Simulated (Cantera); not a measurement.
Feed: 1 mol Ta₂O₅, 0.42 mol H₂, at 22000 Pa.

These are equilibrium values from Cantera (NASA tables, ideal gas, pure condensed phases), not measurements of a reactor. Candidate condensed phases: H₂O, Ta, Ta₂O₅; 12 gas species. Mutual solubility and eutectic melting of coexisting phases are not modelled. Condensed phases not in the tables: N, O or C dissolved in the metal. Equilibrium is a limit: real reactors are often held back by kinetics, nucleation or transport.

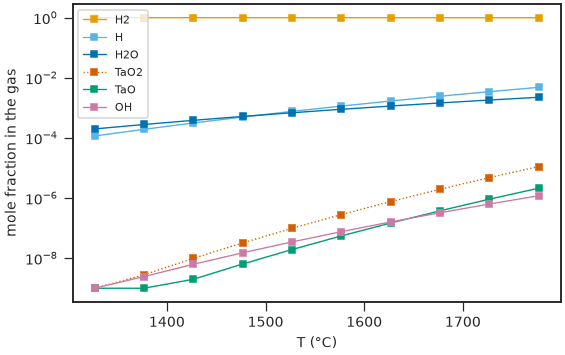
*Equilibrium gas composition (values under 1e-9 drawn at 1e-9)*

From 1327 °C to 1627 °C the condensed part is Ta₂O₅(s). From 1677 °C to 1777 °C the condensed part is Ta(s) + Ta₂O₅(s).
